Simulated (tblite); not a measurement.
## Geometry relaxation, with input and output: C4H5Ge2O

System: C4H5Ge2O, multiplicity 2, SMILES C#[C][GeH]([C]#C)[O][GeH2].
Method: GFN2-xTB geometry optimisation, gas phase (tblite 0.8.0).

It belongs to a series of runs on one base structure; here: H removed from Ge.

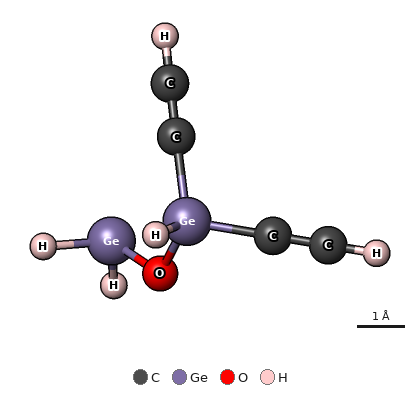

**Figure 1.** The structure as given in the input (ball-and-stick view, seen at a tilt). Sticks mark near contacts.

Results in brief

| quantity | value |
| --- | --- |
| outcome | converged |
| total energy | −513.4133 eV |
| hardware | 1 CPU thread, shared host |
| wall time | 1.1 s |
| peak memory | 0.18 GiB |

The input
```
{"job": {"kind": "relax", "xc": "GFN2-xTB", "basis": "xTB"}, "charge": 0, "multiplicity": 2}
C      2.587700    -2.088500    -0.117700
C      1.687600    -1.336400     0.218600
Ge     0.312200    -0.161500     0.781300
C      0.518400     1.481100    -0.173000
C      0.667900     2.504400    -0.756400
O     -1.234800    -0.964800     0.431600
Ge    -2.461500     0.043600    -0.334200
H      3.365500    -2.746600    -0.431500
H      0.501800     0.062700     2.310100
H      0.801800     3.407300    -1.296000
H     -3.262500     0.730500     0.831100
H     -3.483000    -0.932400    -1.030200
```

The first line tells a small driver script what to run in tblite; the rest is the geometry in Å.

Run as:
```bash
OMP_NUM_THREADS=1 python <driver script> task.json out
```

What the program printed
```
step      E/eV     max force
  0    -513.05755    2.011
  1    -512.97658    4.578
  2    -513.13748    0.716
  3    -513.14916    1.352
  4    -513.17813    0.643
  5    -513.19453    0.499
  6    -513.21570    0.557
  7    -513.23282    0.594
  8    -513.24795    0.416
  9    -513.25930    0.416
 10    -513.27061    0.393
 11    -513.28210    0.426
 12    -513.29110    0.258
 13    -513.29750    0.239
 14    -513.30423    0.323
 15    -513.31241    0.389
 16    -513.32147    0.376
 17    -513.32849    0.265
 18    -513.33172    0.128
 19    -513.33310    0.120
 20    -513.33435    0.134
 21    -513.33563    0.109
 22    -513.33680    0.100
 23    -513.33771    0.081
 24    -513.33859    0.113
 25    -513.33986    0.130
 26    -513.34183    0.197
 27    -513.34454    0.227
 28    -513.34714    0.182
 29    -513.34890    0.117
 30    -513.35014    0.113
 31    -513.35157    0.158
 32    -513.35390    0.227
 33    -513.35739    0.286
 34    -513.36152    0.266
 35    -513.36470    0.158
 36    -513.36637    0.092
 37    -513.36778    0.123
 38    -513.37002    0.212
 39    -513.37331    0.289
 40    -513.37708    0.277
 41    -513.37987    0.162
 42    -513.38154    0.108
 43    -513.38282    0.119
 44    -513.38421    0.182
 45    -513.38592    0.140
 46    -513.38810    0.111
 47    -513.38937    0.101
 48    -513.39103    0.139
 49    -513.39263    0.123
 50    -513.39384    0.082
 51    -513.39459    0.086
 52    -513.39527    0.080
 53    -513.39572    0.055
 54    -513.39617    0.051
 55    -513.39650    0.067
 56    -513.39677    0.074
 57    -513.39706    0.053
 58    -513.39755    0.055
 59    -513.39787    0.061
 60    -513.39841    0.068
 61    -513.39873    0.054
 62    -513.39892    0.027
 63    -513.39904    0.030
 64    -513.39923    0.046
 65    -513.39951    0.064
 66    -513.39985    0.069
 67    -513.40015    0.064
 68    -513.40041    0.044
 69    -513.40067    0.049
 70    -513.40101    0.058
 71    -513.40142    0.084
 72    -513.40189    0.110
 73    -513.40242    0.109
 74    -513.40297    0.076
 75    -513.40332    0.028
 76    -513.40348    0.031
 77    -513.40361    0.040
 78    -513.40382    0.064
 79    -513.40426    0.100
 80    -513.40511    0.133
 81    -513.40626    0.119
 82    -513.40722    0.057
 83    -513.40721    0.104
 84    -513.40762    0.091
 85    -513.40789    0.041
 86    -513.40808    0.035
 87    -513.40868    0.067
 88    -513.40922    0.077
 89    -513.40976    0.029
 90    -513.40988    0.022
 91    -513.40995    0.022
 92    -513.41003    0.031
 93    -513.41019    0.040
 94    -513.41047    0.056
 95    -513.41085    0.049
 96    -513.41119    0.050
 97    -513.41148    0.044
 98    -513.41162    0.043
 99    -513.41182    0.034
100    -513.41209    0.033
101    -513.41243    0.030
102    -513.41261    0.040
103    -513.41268    0.034
104    -513.41274    0.018
105    -513.41280    0.018
106    -513.41288    0.037
107    -513.41298    0.056
108    -513.41308    0.040
109    -513.41317    0.038
110    -513.41322    0.013
111    -513.41324    0.017
112    -513.41326    0.026
113    -513.41329    0.018
114    -513.41332    0.009
```

Trajectory as extended XYZ (Å, eV, eV/Å), 9 of the 115 frames kept, from step=0 to step=114
```
12
Properties=species:S:1:pos:R:3:forces:R:3 step=0 energy=-513.05755
C     2.5877   -2.0885   -0.1177   -1.0090   0.7980   0.3070
C     1.6876   -1.3364    0.2186    1.4400  -1.2760  -0.5850
Ge    0.3122   -0.1615    0.7813    0.3530  -0.1370   0.7200
C     0.5184    1.4811   -0.1730   -0.3150  -1.5110   0.9090
C     0.6679    2.5044   -0.7564    0.2230   1.6870  -1.0250
O    -1.2348   -0.9648    0.4316    0.2690   0.1450   0.1780
Ge   -2.4615    0.0436   -0.3342   -0.2040   0.7040  -0.7800
H     3.3655   -2.7466   -0.4315   -0.3310   0.2890   0.1560
H     0.5018    0.0627    2.3101   -0.2700  -0.0490  -0.5030
H     0.8018    3.4073   -1.2960   -0.0200  -0.1800   0.1360
H    -3.2625    0.7305    0.8311   -0.1070  -0.1200   0.2660
H    -3.4830   -0.9324   -1.0302   -0.0300  -0.3520   0.2200
12
Properties=species:S:1:pos:R:3:forces:R:3 step=14 energy=-513.30423
C     2.6018   -2.1278   -0.1422    0.0290  -0.0440   0.0020
C     1.7116   -1.4058    0.2234   -0.0480   0.0000   0.0430
Ge    0.3824   -0.1717    0.8197   -0.0820   0.1530  -0.1400
C     0.6060    1.4833   -0.1055    0.1760   0.2490  -0.1070
C     0.6625    2.4950   -0.7582    0.0620  -0.1650   0.1630
O    -1.2165   -0.6877    0.3205   -0.0110  -0.0250  -0.0870
Ge   -2.5855    0.1715   -0.4579    0.2640  -0.0450   0.0200
H     3.3804   -2.7702   -0.4537   -0.0970   0.0530   0.0090
H     0.3832    0.0280    2.3129    0.0020  -0.0790   0.0000
H     0.7664    3.3964   -1.2949   -0.0570  -0.0200  -0.0130
H    -3.2906    0.6925    0.8492   -0.1640   0.0710   0.0950
H    -3.4003   -1.1042   -0.8796   -0.0750  -0.1470   0.0160
12
Properties=species:S:1:pos:R:3:forces:R:3 step=28 energy=-513.34714
C     2.5576   -2.1479   -0.1493   -0.0520   0.0560   0.0420
C     1.7016   -1.3837    0.2134    0.0390   0.0060   0.0130
Ge    0.4196   -0.0984    0.8020   -0.1010  -0.1470   0.0360
C     0.7455    1.5696   -0.0573   -0.0190  -0.0590   0.0480
C     0.7501    2.5588   -0.7403   -0.0260   0.0840  -0.0090
O    -1.1594   -0.6069    0.2250   -0.0040   0.0510  -0.0080
Ge   -2.6292    0.0970   -0.4854    0.0220  -0.0030   0.0470
H     3.3091   -2.8191   -0.4562   -0.0250  -0.0260  -0.0230
H     0.3253   -0.0283    2.3104    0.0450   0.0350  -0.1030
H     0.7738    3.4470   -1.3035    0.0680   0.0670  -0.0300
H    -3.3768    0.6688    0.8176    0.0240   0.0290  -0.0030
H    -3.4160   -1.2577   -0.7429    0.0290  -0.0930  -0.0100
12
Properties=species:S:1:pos:R:3:forces:R:3 step=43 energy=-513.38282
C     2.4286   -2.1785   -0.1694   -0.0510   0.0720   0.0250
C     1.6772   -1.2990    0.1634    0.0500  -0.1040  -0.0290
Ge    0.4035   -0.0037    0.7385    0.0520   0.0850   0.0400
C     0.7452    1.6981   -0.0618    0.0710  -0.0050  -0.0340
C     0.9022    2.7180   -0.6813   -0.0330  -0.0080   0.0490
O    -1.1417   -0.5337    0.1401   -0.1070  -0.0350   0.0230
Ge   -2.7281   -0.1377   -0.5327    0.0170  -0.0070   0.0120
H     3.1002   -2.9367   -0.4603    0.0000   0.0160  -0.0130
H     0.3270    0.0451    2.2505   -0.0250   0.0350  -0.0990
H     1.0393    3.6315   -1.1908    0.0130  -0.0380   0.0290
H    -3.4160    0.6242    0.7246   -0.0080  -0.0630  -0.0480
H    -3.3362   -1.6283   -0.4871    0.0210   0.0540   0.0450
12
Properties=species:S:1:pos:R:3:forces:R:3 step=57 energy=-513.39706
C     2.3323   -2.2027   -0.2006    0.0340  -0.0310  -0.0140
C     1.6208   -1.2914    0.1295   -0.0230   0.0410   0.0250
Ge    0.4022    0.0683    0.6762   -0.0180   0.0040  -0.0200
C     0.8321    1.7543   -0.1096   -0.0040  -0.0300   0.0100
C     1.0308    2.8261   -0.6180    0.0010   0.0020  -0.0070
O    -1.1611   -0.4339    0.1063    0.0280  -0.0030   0.0180
Ge   -2.7842   -0.3415   -0.5561   -0.0250   0.0150  -0.0120
H     2.9694   -2.9912   -0.4874    0.0070   0.0030  -0.0120
H     0.2777    0.1626    2.1741    0.0310   0.0030   0.0260
H     1.2212    3.7646   -1.0574    0.0090  -0.0010  -0.0010
H    -3.5076    0.5285    0.5921   -0.0390  -0.0010  -0.0160
H    -3.2323   -1.8443   -0.2154   -0.0030  -0.0010   0.0030
12
Properties=species:S:1:pos:R:3:forces:R:3 step=71 energy=-513.40142
C     2.3410   -2.1912   -0.2189   -0.0100   0.0390   0.0200
C     1.6120   -1.3007    0.1325   -0.0160   0.0090  -0.0100
Ge    0.3986    0.0645    0.6914    0.0210  -0.0210   0.0150
C     0.8248    1.7345   -0.1293   -0.0130  -0.0690   0.0470
C     1.0394    2.8106   -0.6204    0.0470   0.0380  -0.0100
O    -1.1926   -0.4244    0.1942   -0.0300  -0.0040   0.0030
Ge   -2.7844   -0.3545   -0.5596    0.0170   0.0160   0.0030
H     2.9962   -2.9611   -0.5167   -0.0170   0.0070  -0.0080
H     0.3398    0.1945    2.1941    0.0040  -0.0190  -0.0210
H     1.2615    3.7494   -1.0424   -0.0190   0.0180  -0.0330
H    -3.5840    0.5303    0.5297    0.0030  -0.0100  -0.0180
H    -3.2511   -1.8525   -0.2209    0.0110  -0.0030   0.0110
12
Properties=species:S:1:pos:R:3:forces:R:3 step=86 energy=-513.40808
C     2.2737   -2.1492   -0.2736   -0.0030  -0.0250   0.0070
C     1.5398   -1.2650    0.0810    0.0010  -0.0220   0.0270
Ge    0.3801    0.1065    0.7202    0.0020   0.0040   0.0050
C     0.8667    1.7638   -0.0872   -0.0190   0.0260   0.0020
C     1.1393    2.8169   -0.6003   -0.0030   0.0100   0.0100
O    -1.2577   -0.2776    0.2959    0.0040  -0.0030   0.0010
Ge   -2.7712   -0.4984   -0.5804    0.0180   0.0000   0.0140
H     2.9187   -2.9239   -0.5789    0.0050   0.0000  -0.0350
H     0.3828    0.1816    2.2244   -0.0160   0.0020   0.0030
H     1.3904    3.7421   -1.0366    0.0040   0.0030  -0.0200
H    -3.7078    0.4672    0.3057    0.0000  -0.0020  -0.0120
H    -3.1537   -1.9647   -0.0365    0.0070   0.0070  -0.0020
12
Properties=species:S:1:pos:R:3:forces:R:3 step=100 energy=-513.41209
C     2.1874   -2.1282   -0.3254   -0.0010  -0.0210   0.0020
C     1.4870   -1.2503    0.1053    0.0150   0.0030  -0.0200
Ge    0.3702    0.1502    0.7626    0.0210   0.0110  -0.0010
C     0.8901    1.7978   -0.0487    0.0050   0.0010  -0.0060
C     1.1987    2.8296   -0.5846    0.0020  -0.0170   0.0220
O    -1.2823   -0.1717    0.3470   -0.0020  -0.0150   0.0010
Ge   -2.7049   -0.6303   -0.5850   -0.0220  -0.0090  -0.0060
H     2.8055   -2.9004   -0.6899   -0.0160   0.0130   0.0010
H     0.3725    0.2129    2.2652   -0.0050   0.0180   0.0270
H     1.4830    3.7367   -1.0388   -0.0120   0.0030  -0.0090
H    -3.7492    0.3838    0.0946    0.0020   0.0060  -0.0040
H    -3.0567   -2.0308    0.1315    0.0140   0.0070  -0.0060
12
Properties=species:S:1:pos:R:3:forces:R:3 step=114 energy=-513.41332
C     2.1881   -2.1287   -0.3263   -0.0040   0.0000   0.0040
C     1.5059   -1.2475    0.1265    0.0070   0.0000  -0.0030
Ge    0.3815    0.1438    0.7909   -0.0010  -0.0070   0.0060
C     0.8802    1.7887   -0.0374    0.0020   0.0020  -0.0080
C     1.1738    2.8146   -0.5925   -0.0060   0.0030   0.0010
O    -1.2643   -0.2173    0.3747   -0.0060   0.0050   0.0000
Ge   -2.6869   -0.6017   -0.5934    0.0090  -0.0010   0.0020
H     2.7957   -2.8986   -0.7114   -0.0030  -0.0020   0.0020
H     0.3769    0.2275    2.2941    0.0030  -0.0040  -0.0040
H     1.4389    3.7170   -1.0675   -0.0030   0.0000   0.0030
H    -3.7188    0.4157    0.1016    0.0000   0.0010  -0.0010
H    -3.0700   -2.0144    0.0746    0.0020   0.0030  -0.0010
```

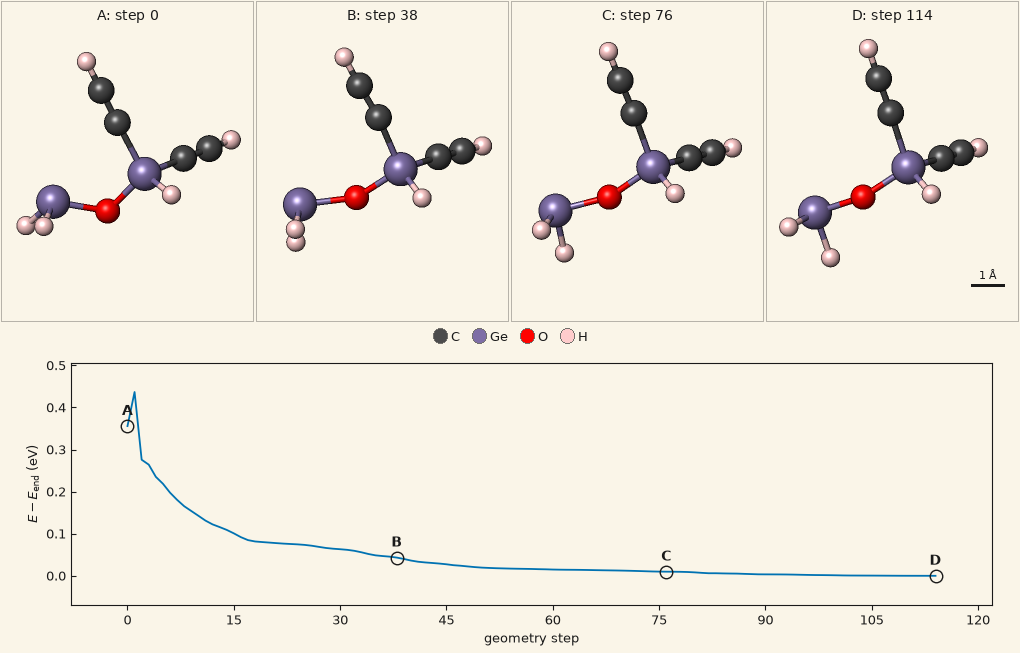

**Figure 2.** Frames of the relaxation (ball-and-stick view, seen at a tilt) above the curves, on which the letters mark them (steps are counted from 0).

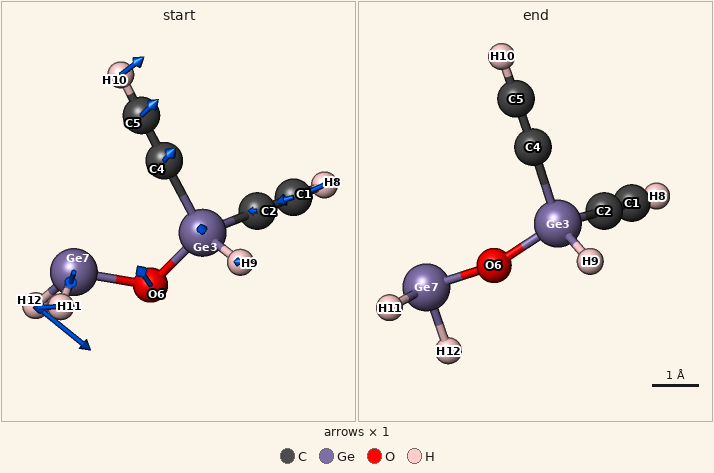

**Figure 3.** Before (left) and after (right) the relaxation, at one scale (ball-and-stick view, seen at a tilt). The blue arrows give the displacements, at true length. After 114 geometry steps the energy has fallen by 0.356 eV. The largest force component goes from 1.7 to 0.009 eV/Å. H12 moves most after the best rigid fit: 1.59 Å. By element the largest moves are H 1.59 Å, O 0.75 Å, Ge 0.73 Å, C 0.62 Å. Among the contacts that change: Ge3–H9 1.557 → 1.506 Å, Ge3–O6 1.778 → 1.736 Å, Ge7–H11 1.572 → 1.607 Å, C1–C2 1.220 → 1.203 Å. Among the angles that change: Ge3–O6–Ge7 115.6° → 160.4°, O6–Ge7–H11 106.4° → 98.2°, O6–Ge7–H12 106.8° → 99.0°. (Atoms are counted from 1 in the order of the input.)
